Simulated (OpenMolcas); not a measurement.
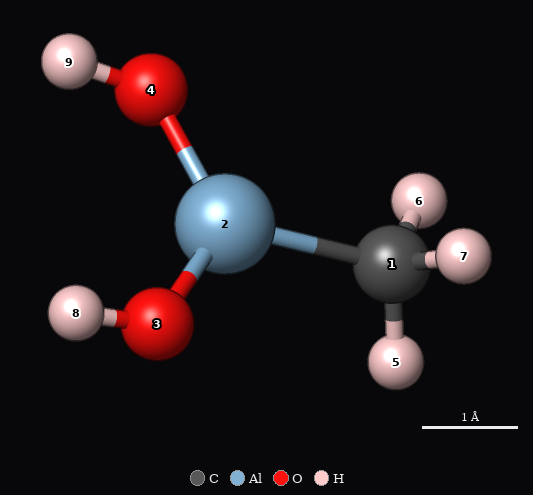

*The structure (ball-and-stick view, seen at a tilt; atoms are numbered from 1 in the order of the input). Sticks mark near contacts.*

# Run report: CH$_{5}$AlO$_{2}$ (charge +1), single-point calculation (part 1 of 2)

System: CH$_{5}$AlO$_{2}$, charge +1, multiplicity 2.
Method: HF/3-21G, UHF (OpenMolcas 26.06).

The geometry is that of the parent species in another charge or spin state. The geometry comes from this level: PBE0-D4/def2-TZVP.

**Input file**
```
&GATEWAY
 BasLib=$CurrDir
 Coord=struct.xyz
 Basis=3-21G
 Group=NoSym

&SEWARD

&SCF
 UHF
 Charge=1
 Spin=2
 Thresholds=1e-10 1e-07 1e-07 1e-05
 PrOrbitals=1 1
```

**File struct.xyz**
```
9

C     -0.025110     1.109820    -1.034090
Al    -0.001290    -0.302910     0.285630
O      0.957740    -1.672870    -0.006720
O     -0.933740    -0.131550     1.694140
H     -0.226970     0.712350    -2.032300
H     -0.780650     1.863510    -0.803740
H      0.945840     1.611200    -1.084700
H      1.048330    -2.422320     0.577320
H     -0.984140    -0.767250     2.404460
```

Run on 1 thread of Arm Neoverse V1, 24 GiB of memory available, shared host.

Launched with:
```bash
export MOLCAS_MEM=1860
pymolcas test.input > test.log
```

**Output**
```
--- Start Module: gateway ---

                                              &GATEWAY

                       available to each process: 1.9 GB of memory, 1 thread

 Basis Set     1 Label: C.3-21G
 Basis set is read from library:.
 basistype.tbl is not found

 Basis Set     2 Label: AL.3-21G
 Basis set is read from library:.
 basistype.tbl is not found

 Basis Set     3 Label: O.3-21G
 Basis set is read from library:.
 basistype.tbl is not found

 Basis Set     4 Label: H.3-21G
 Basis set is read from library:.
 basistype.tbl is not found

++    Symmetry information:
      ---------------------

                    Character Table for C1

                             E
                    a        1  x, y, xy, Rz, z, xz, Ry, yz, Rx, I
--

++    Basis set information:
      ----------------------

      Basis set label: C.3-21G.........

      Electronic valence basis set:
      ------------------
      Associated Effective Charge   6.000000 au
      Associated Actual Charge      6.000000 au
      Nuclear Model: Point charge

      Shell  nPrim  nBasis  Cartesian Spherical Contaminant
         s       6       3        X
         p       3       2        X

      Basis set label: AL.3-21G.........

      Electronic valence basis set:
      ------------------
      Associated Effective Charge  13.000000 au
      Associated Actual Charge     13.000000 au
      Nuclear Model: Point charge

      Shell  nPrim  nBasis  Cartesian Spherical Contaminant
         s       9       4        X
         p       6       3        X

      Basis set label: O.3-21G.........

      Electronic valence basis set:
      ------------------
      Associated Effective Charge   8.000000 au
      Associated Actual Charge      8.000000 au
      Nuclear Model: Point charge

      Shell  nPrim  nBasis  Cartesian Spherical Contaminant
         s       6       3        X
         p       3       2        X

      Basis set label: H.3-21G.........

      Electronic valence basis set:
      ------------------
      Associated Effective Charge   1.000000 au
      Associated Actual Charge      1.000000 au
      Nuclear Model: Point charge

      Shell  nPrim  nBasis  Cartesian Spherical Contaminant
         s       3       2        X
--

++    Molecular structure info:
      -------------------------

                    ************************************************
                    **** Cartesian Coordinates / bohr, angstrom ****
                    ************************************************

     Center  Label                x              y              z                     x              y              z
        1      C1              -0.047451       2.097256      -1.954147             -0.025110       1.109820      -1.034090
        2      AL2             -0.002438      -0.572417       0.539762             -0.001290      -0.302910       0.285630
        3      O3               1.809866      -3.161266      -0.012699              0.957740      -1.672870      -0.006720
        4      O4              -1.764513      -0.248593       3.201461             -0.933740      -0.131550       1.694140
        5      H5              -0.428911       1.346146      -3.840490             -0.226970       0.712350      -2.032300
        6      H6              -1.475215       3.521524      -1.518848             -0.780650       1.863510      -0.803740
        7      H7               1.787379       3.044727      -2.049786              0.945840       1.611200      -1.084700
        8      H8               1.981057      -4.577521       1.090977              1.048330      -2.422320       0.577320
        9      H9              -1.859755      -1.449892       4.543771             -0.984140      -0.767250       2.404460

                    ***************************************
                    *    InterNuclear Distances / bohr    *
                    ***************************************

               1 C1            2 AL2           3 O3            4 O4            5 H5            6 H6
    1 C1       0.000000
    2 AL2      3.653596        0.000000
    3 O3       5.905159        3.208084        0.000000
    4 O4       5.918750        3.208490        5.620558        0.000000
    5 H5       2.065906        4.800977        6.323044        7.342758        0.000000
    6 H6       2.063137        4.813242        7.597363        6.048040        3.349185        0.000000
    7 H7       2.067232        4.795095        6.531813        7.144052        3.317188        3.339722
    8 H8       7.611851        4.503215        1.803659        6.101070        8.075714        9.184309
    9 H9       7.621656        4.500186        6.095600        1.803881        8.953267        7.849726

               7 H7            8 H8            9 H9
    7 H7       0.000000
    8 H8       8.246246        0.000000
    9 H9       8.773721        6.037854        0.000000

                    *******************************************
                    *    InterNuclear Distances / angstrom    *
                    *******************************************

               1 C1            2 AL2           3 O3            4 O4            5 H5            6 H6
    1 C1       0.000000
    2 AL2      1.933400        0.000000
    3 O3       3.124875        1.697645        0.000000
    4 O4       3.132068        1.697860        2.974271        0.000000
    5 H5       1.093231        2.540568        3.346011        3.885620        0.000000
    6 H6       1.091765        2.547058        4.020351        3.200485        1.772312        0.000000
    7 H7       1.093932        2.537455        3.456486        3.780470        1.755380        1.767305
    8 H8       4.028018        2.382999        0.954455        3.228547        4.273484        4.860127
    9 H9       4.033207        2.381396        3.225653        0.954573        4.737865        4.153896

               7 H7            8 H8            9 H9
    7 H7       0.000000
    8 H8       4.363725        0.000000
    9 H9       4.642853        3.195095        0.000000

                    **************************************
                    *    Valence Bond Angles / degree    *
                    **************************************
                          Atom centers                 Phi
                      5 H5       1 C1       6 H6       108.41
                      5 H5       1 C1       7 H7       106.76
                      6 H6       1 C1       7 H7       107.91
--

            Nuclear Potential Energy            158.33293101 au

--- Stop Module: gateway /rc=_RC_ALL_IS_WELL_ ---

--- Start Module: seward ---

                                              &SEWARD

                       available to each process: 1.9 GB of memory, 1 thread

               SEWARD will generate:
                  Multipole Moment integrals up to order  2
                  Kinetic Energy integrals
                  Nuclear Attraction integrals (point charge)
                  One-Electron Hamiltonian integrals
                  Velocity integrals
                  Orbital angular momentum around (  0.0012  -0.5646   0.5306 )
                  Velocity quadrupole around (  0.0012  -0.5646   0.5306 )
                  Two-Electron Repulsion integrals

                   Integrals are discarded if absolute value <: 1.00E-14
                   Integral cutoff threshold is set to       <: 1.00E-16

            Nuclear Potential Energy            158.33293101 au

      Basis set specifications :
      Symmetry species         a
      Basis functions           50

--- Stop Module: seward /rc=_RC_ALL_IS_WELL_ ---

--- Start Module: scf ---

                                                &SCF

                       available to each process: 1.9 GB of memory, 1 thread

++    Input section:
      --------------

      Header of the integral files:

      Cartesian coordinates in angstrom:
      -----------------------------------------------------
      No.  Label        X            Y            Z
      -----------------------------------------------------
       1   C1        -0.02511000   1.10982000  -1.03409000
       2   AL2       -0.00129000  -0.30291000   0.28563000
       3   O3         0.95774000  -1.67287000  -0.00672000
       4   O4        -0.93374000  -0.13155000   1.69414000
       5   H5        -0.22697000   0.71235000  -2.03230000
       6   H6        -0.78065000   1.86351000  -0.80374000
       7   H7         0.94584000   1.61120000  -1.08470000
       8   H8         1.04833000  -2.42232000   0.57732000
       9   H9        -0.98414000  -0.76725000   2.40446000
      -----------------------------------------------------
      Nuclear repulsion energy =  158.33293101
--

++    Orbital specifications:
      -----------------------

      Symmetry species               1
                                     a
      Frozen orbitals                0
      Start temperature = 0.500
      End temperature   = 0.010
      Temperature Factor= 0.460
      Deleted orbitals               0
      Total number of orbitals      50
      Number of basis functions     50
--

      Molecular charge                           1.000

++    Optimization specifications:
      ----------------------------

      SCF Algorithm: Conventional USCF
      D(i)-D(i-1) density differences are used
      Number of density matrices in core                 5
      Maximum number of NDDO SCF iterations            400
      Maximum number of HF SCF iterations              400
      Threshold for SCF energy change             1.00E-10
      Threshold for density matrix                1.00E-07
      Threshold for Fock matrix                   1.00E-07
      Threshold for linear dependence             1.00E-09
      Threshold at which DIIS is turned on        1.50E-01
      Maximum depth in the DIIS procedure                5
      Maximum depth in the BFGS Hessian update          30
      Threshold at which QNR/C2DIIS is turned on  7.50E-02
      Threshold for Norm(delta) (QNR/C2DIIS)      1.00E-05
      All orbitals punched on: UHFORB
--

      Input vectors read from INPORB
      Orbital file label: *Guess orbitals

++ Convergence information
                               UHF SCF        iterations: Energy and convergence statistics

Iter     Tot. SCF        One-elec.       Two-elec.     Energy      Max Dij or  Max Fij      DNorm      TNorm      AccCon     Time
         Energy          Energy          Energy        Change      Delta Norm                                                in Sec.
   1  -422.652939917  -887.278379031   306.292508100   0.00E+00    1.60E-01*   6.26E-01*    8.83E+00   1.12E+02   None         0.
   2  -425.332653914  -903.025049633   319.359464705  -2.68E+00*   5.73E-01*   7.10E-01*    4.57E+00   1.14E+02   EDIIS        0.
   3  -416.963183603  -876.683553797   301.387439181   8.37E+00*   1.04E-01*   2.70E-01*    1.21E+01   1.11E+02   EDIIS        0.
   4  -429.450365343  -901.693478653   313.910182296  -1.25E+01*   2.15E-01*   2.18E-01*    4.90E+00   1.13E+02   EDIIS        0.
   5  -429.532069053  -902.170575858   314.305575790  -8.17E-02*   9.38E-02*   1.46E-01*    1.53E+00   1.13E+02   EDIIS        0.
   6  -429.753739467  -901.003841777   312.917171297  -2.22E-01*   5.35E-02*   2.93E-02*    6.64E-01   1.13E+02   EDIIS        0.
   7  -429.793187965  -901.811412928   313.685293949  -3.94E-02*   4.14E-02*   2.57E-02*    3.05E-01   1.13E+02   EDIIS        0.
   8  -429.796260427  -901.335960057   313.206768616  -3.07E-03*   3.48E-02*   1.75E-02*    1.86E-01   1.13E+02   EDIIS        0.
```
